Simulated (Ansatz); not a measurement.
## CH$_{5}$AlF$_{2}$: nudged elastic band (part 2 of 2)

Continued. System: CH$_{5}$AlF$_{2}$. Method: RKS r2SCAN/def2-SVP (Ansatz 0.2.0). It belongs to a series of runs on one base structure; here: band between the two ends.

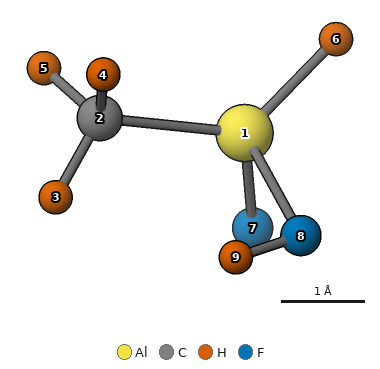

**Figure 1.** The structure as given in the input (ball-and-stick view, seen at a tilt; atoms are numbered from 1 in the order of the input). Sticks mark near contacts.

### The last band as extended XYZ, continued
```
9
Properties=species:S:1:pos:R:3:forces:R:3 image=6 energy=-13142.23185
Al   -0.1398   -0.5068   -0.1410   -0.0044  -0.0422  -0.0625
C     0.0357   -0.1624    2.4031    0.0201  -0.0075   0.0366
H    -0.9059    0.3520    2.1632    0.0040  -0.0369  -0.0708
H    -0.0299   -0.5362    3.4326   -0.0292   0.0864   0.0983
H     0.8949    0.5138    2.3112    0.0022  -0.0115  -0.0093
H     1.0074    0.4575   -0.5919   -0.0010   0.0150   0.0399
F    -1.7314   -0.0331   -0.2496   -0.0123   0.0189   0.0418
F     0.1387   -2.1510   -0.0020   -0.0110  -0.0369  -0.1421
H     0.1875   -1.0936    1.8245    0.0316   0.0148   0.0680
9
Properties=species:S:1:pos:R:3:forces:R:3 image=7 energy=-13142.26482
Al   -0.2012   -0.4559   -0.1426   -0.0074  -0.0112  -0.0022
C     0.0998   -0.2385    2.4037   -0.0100   0.0148  -0.0022
H    -0.8541    0.1112    1.9692    0.0095   0.0074  -0.0054
H    -0.0501   -0.2266    3.4918    0.0034  -0.0181   0.0045
H     0.9234    0.4425    2.1513    0.0081  -0.0056   0.0254
H     1.0109    0.4537   -0.5314   -0.0048  -0.0010  -0.0054
F    -1.7578    0.1433   -0.1670   -0.0031   0.0005  -0.0052
F    -0.0477   -2.1149   -0.1372    0.0058  -0.0023   0.0121
H     0.3338   -1.2745    2.1124   -0.0015   0.0153  -0.0215
9
Properties=species:S:1:pos:R:3:forces:R:3 image=8 energy=-13142.25760
Al   -0.1205   -0.4732   -0.1522    0.0027  -0.0009  -0.0001
C     0.0196   -0.2196    2.4136   -0.0007   0.0102  -0.0037
H    -0.9786    0.2250    2.3120    0.0013  -0.0012   0.0079
H     0.2821   -0.3029    3.4768    0.0001  -0.0056   0.0000
H     0.7829    0.4235    1.9460   -0.0047   0.0007  -0.0035
H     1.1207    0.3677   -0.6014    0.0010  -0.0012   0.0005
F    -1.6398    0.2068   -0.1225    0.0005   0.0009  -0.0007
F    -0.0464   -2.1394   -0.1330    0.0000  -0.0015  -0.0001
H     0.0371   -1.2475    2.0110   -0.0001  -0.0014  -0.0002
9
Properties=species:S:1:pos:R:3:forces:R:3 image=9 energy=-13142.26187
Al   -0.0569   -0.4913   -0.1559    0.0017   0.0021   0.0062
C    -0.0345   -0.2069    2.4225    0.0005  -0.0040   0.0024
H    -1.0328    0.1691    2.6737   -0.0001   0.0036  -0.0048
H     0.5775   -0.3455    3.3234   -0.0040   0.0005   0.0029
H     0.4917    0.5406    1.8037    0.0068  -0.0018   0.0005
H     1.2471    0.2645   -0.5819   -0.0046   0.0004  -0.0031
F    -1.5345    0.2725   -0.1772   -0.0018  -0.0024  -0.0006
F    -0.0787   -2.1601   -0.1108    0.0009  -0.0005  -0.0044
H    -0.1218   -1.2026    1.9528    0.0006   0.0021   0.0009
9
Properties=species:S:1:pos:R:3:forces:R:3 image=10 energy=-13142.25200
Al   -0.0252   -0.5131   -0.1683   -0.0157  -0.0004   0.0070
C    -0.0519   -0.1939    2.4325   -0.0002   0.0289  -0.0027
H    -1.0040   -0.0264    2.9510    0.0051  -0.0034  -0.0024
H     0.7823   -0.2617    3.1414    0.0025  -0.0115   0.0092
H     0.1331    0.6764    1.7823    0.0001  -0.0081  -0.0082
H     1.3704    0.1202   -0.4883   -0.0019   0.0039   0.0032
F    -1.4238    0.3776   -0.3056    0.0084  -0.0054  -0.0051
F    -0.2028   -2.1724   -0.1076    0.0030   0.0024  -0.0081
H    -0.1210   -1.1665    1.9128   -0.0012  -0.0066   0.0070
```

This output came from the following input.

### Input
```yaml
crystal:
  periodic: [false, false, false]
  atoms:
    - { symbol: Al, position_ang: [0.055328, -0.070219, 0.275684] }
    - { symbol: C, position_ang: [0.034721, 0.188397, 2.220016] }
    - { symbol: H, position_ang: [-0.891962, -0.156447, 2.715966] }
    - { symbol: H, position_ang: [0.891754, -0.279046, 2.736945] }
    - { symbol: H, position_ang: [0.0989, 1.266244, 2.455188] }
    - { symbol: H, position_ang: [1.36728, -0.009855, -0.607771] }
    - { symbol: F, position_ang: [-1.397715, 0.206373, -0.518886] }
    - { symbol: F, position_ang: [-0.207458, -2.106617, 0.492517] }
    - { symbol: H, position_ang: [-0.493749, -2.19853, 1.380542] }
basis:
  gaussian: { orbitals: def2-SVP }
hamiltonian:
  xc: r2scan
neb:
  order_check: false
  images: 9
  f_tol: 0.05
  max_iterations: 60
  final_atoms:
    - { symbol: Al, position_ang: [-0.02523234, -0.51305178, -0.16825323] }
    - { symbol: C, position_ang: [-0.05190932, -0.19391024, 2.43246741] }
    - { symbol: H, position_ang: [-1.00401256, -0.02635076, 2.95096222] }
    - { symbol: H, position_ang: [0.7823369, -0.26169276, 3.14139353] }
    - { symbol: H, position_ang: [0.133147, 0.67644259, 1.78231315] }
    - { symbol: H, position_ang: [1.37036122, 0.12023153, -0.48827618] }
    - { symbol: F, position_ang: [-1.42379804, 0.377556, -0.30562086] }
    - { symbol: F, position_ang: [-0.20280433, -2.17239594, -0.10758033] }
    - { symbol: H, position_ang: [-0.12098952, -1.16652864, 1.91279528] }
  initial_path:
    images:
      - { positions_ang: [[0.055328, -0.070219, 0.275684], [0.034721, 0.188397, 2.220016], [-0.891962, -0.156447, 2.715966], [0.891754, -0.279046, 2.736945], [0.0989, 1.266244, 2.455188], [1.36728, -0.009855, -0.607771], [-1.397715, 0.206373, -0.518886], [-0.207458, -2.106617, 0.492517], [-0.493749, -2.19853, 1.380542]] }
      - { positions_ang: [[0.04461546, -0.05933211, 0.21969166], [0.0267408, 0.15358509, 2.23911607], [-0.91440136, -0.18427555, 2.71018934], [0.86644914, -0.36075781, 2.72905007], [0.12313233, 1.2211229, 2.49882986], [1.36483873, -0.01156115, -0.64226909], [-1.41000722, 0.1581167, -0.58580447], [-0.21489763, -2.06130771, 0.52336312], [-0.42937126, -2.01529035, 1.45803445]] }
      - { positions_ang: [[0.03390293, -0.04844523, 0.16369932], [0.0187606, 0.11877319, 2.25821614], [-0.93684071, -0.21210409, 2.70441268], [0.84114427, -0.44246961, 2.72115515], [0.14736466, 1.17600179, 2.54247172], [1.36239746, -0.0132673, -0.67676718], [-1.42229943, 0.1098604, -0.65272295], [-0.22233725, -2.01599842, 0.55420924], [-0.36499353, -1.83205071, 1.53552689]] }
      - { positions_ang: [[0.02319039, -0.03755834, 0.10770698], [0.0107804, 0.08396128, 2.27731621], [-0.95928007, -0.23993264, 2.69863602], [0.81583941, -0.52418142, 2.71326022], [0.17159699, 1.13088069, 2.58611358], [1.35995619, -0.01497346, -0.71126528], [-1.43459165, 0.0616041, -0.71964142], [-0.22977688, -1.97068913, 0.58505536], [-0.30061579, -1.64881106, 1.61301934]] }
      - { positions_ang: [[0.01247785, -0.02667146, 0.05171464], [0.0028002, 0.04914937, 2.29641627], [-0.98171943, -0.26776119, 2.69285936], [0.79053455, -0.60589323, 2.70536529], [0.19582932, 1.08575958, 2.62975543], [1.35751492, -0.01667961, -0.74576337], [-1.44688386, 0.01334779, -0.78655989], [-0.2372165, -1.92537985, 0.61590148], [-0.23623806, -1.46557142, 1.69051179]] }
      - { positions_ang: [[0.00176532, -0.01578457, -0.00427771], [-0.00518, 0.01433746, 2.31551634], [-1.00415879, -0.29558974, 2.6870827], [0.76522968, -0.68760503, 2.69747037], [0.22006165, 1.04063848, 2.67339729], [1.35507365, -0.01838576, -0.78026146], [-1.45917608, -0.03490851, -0.85347837], [-0.24465613, -1.88007056, 0.6467476], [-0.17186032, -1.28233177, 1.76800424]] }
      - { positions_ang: [[-0.00363421, -0.11523802, -0.03707281], [-0.01452586, -0.02731208, 2.33890656], [-1.00412954, -0.24174194, 2.7398586], [0.76865113, -0.60242258, 2.786255], [0.20267872, 0.9677993, 2.49518046], [1.35813117, 0.0093377, -0.7218644], [-1.45210047, 0.04758439, -0.74390687], [-0.23628577, -1.93853563, 0.49588201], [-0.16168616, -1.25917114, 1.79696245]] }
      - { positions_ang: [[-0.00903374, -0.21469146, -0.06986791], [-0.02387173, -0.06896162, 2.36229677], [-1.00410029, -0.18789415, 2.79263451], [0.77207257, -0.51724012, 2.87503964], [0.18529579, 0.89496012, 2.31696364], [1.36118868, 0.03706116, -0.66346735], [-1.44502486, 0.13007729, -0.63433536], [-0.22791541, -1.99700071, 0.34501642], [-0.151512, -1.23601052, 1.82592066]] }
      - { positions_ang: [[-0.01443327, -0.3141449, -0.10266302], [-0.03321759, -0.11061116, 2.38568698], [-1.00407105, -0.13404635, 2.84541041], [0.77549401, -0.43205767, 2.96382427], [0.16791286, 0.82212094, 2.13874681], [1.36424619, 0.06478462, -0.60507029], [-1.43794926, 0.2125702, -0.52476386], [-0.21954505, -2.05546579, 0.19415084], [-0.14133784, -1.21284989, 1.85487886]] }
      - { positions_ang: [[-0.01983281, -0.41359834, -0.13545812], [-0.04256346, -0.1522607, 2.40907719], [-1.0040418, -0.08019856, 2.89818631], [0.77891546, -0.34687521, 3.0526089], [0.15052993, 0.74928177, 1.96052998], [1.36730371, 0.09250807, -0.54667323], [-1.43087365, 0.2950631, -0.41519236], [-0.21117469, -2.11393087, 0.04328525], [-0.13116368, -1.18968927, 1.88383707]] }
      - { positions_ang: [[-0.02523234, -0.51305178, -0.16825323], [-0.05190932, -0.19391024, 2.43246741], [-1.00401256, -0.02635076, 2.95096222], [0.7823369, -0.26169276, 3.14139353], [0.133147, 0.67644259, 1.78231315], [1.37036122, 0.12023153, -0.48827618], [-1.42379804, 0.377556, -0.30562086], [-0.20280433, -2.17239594, -0.10758033], [-0.12098952, -1.16652864, 1.91279528]] }
```

Launched with:
```bash
ansatz run input.yaml --threads 2 --pin off --max-ram 3072MiB --backend cpu --events-out ev --progress --plain --runs-dir out
```

### Summary

- outcome: converged
- barrier, forward: 0.042 eV
- barrier, backward: 1.646 eV
- hardware: 2 threads of Intel Xeon (Granite Rapids), 32 GiB of memory available, shared host
- wall time: 4.4 min (CPU time 8.5 min)
- peak memory: 0.16 GiB

The order of the saddle point was not checked.
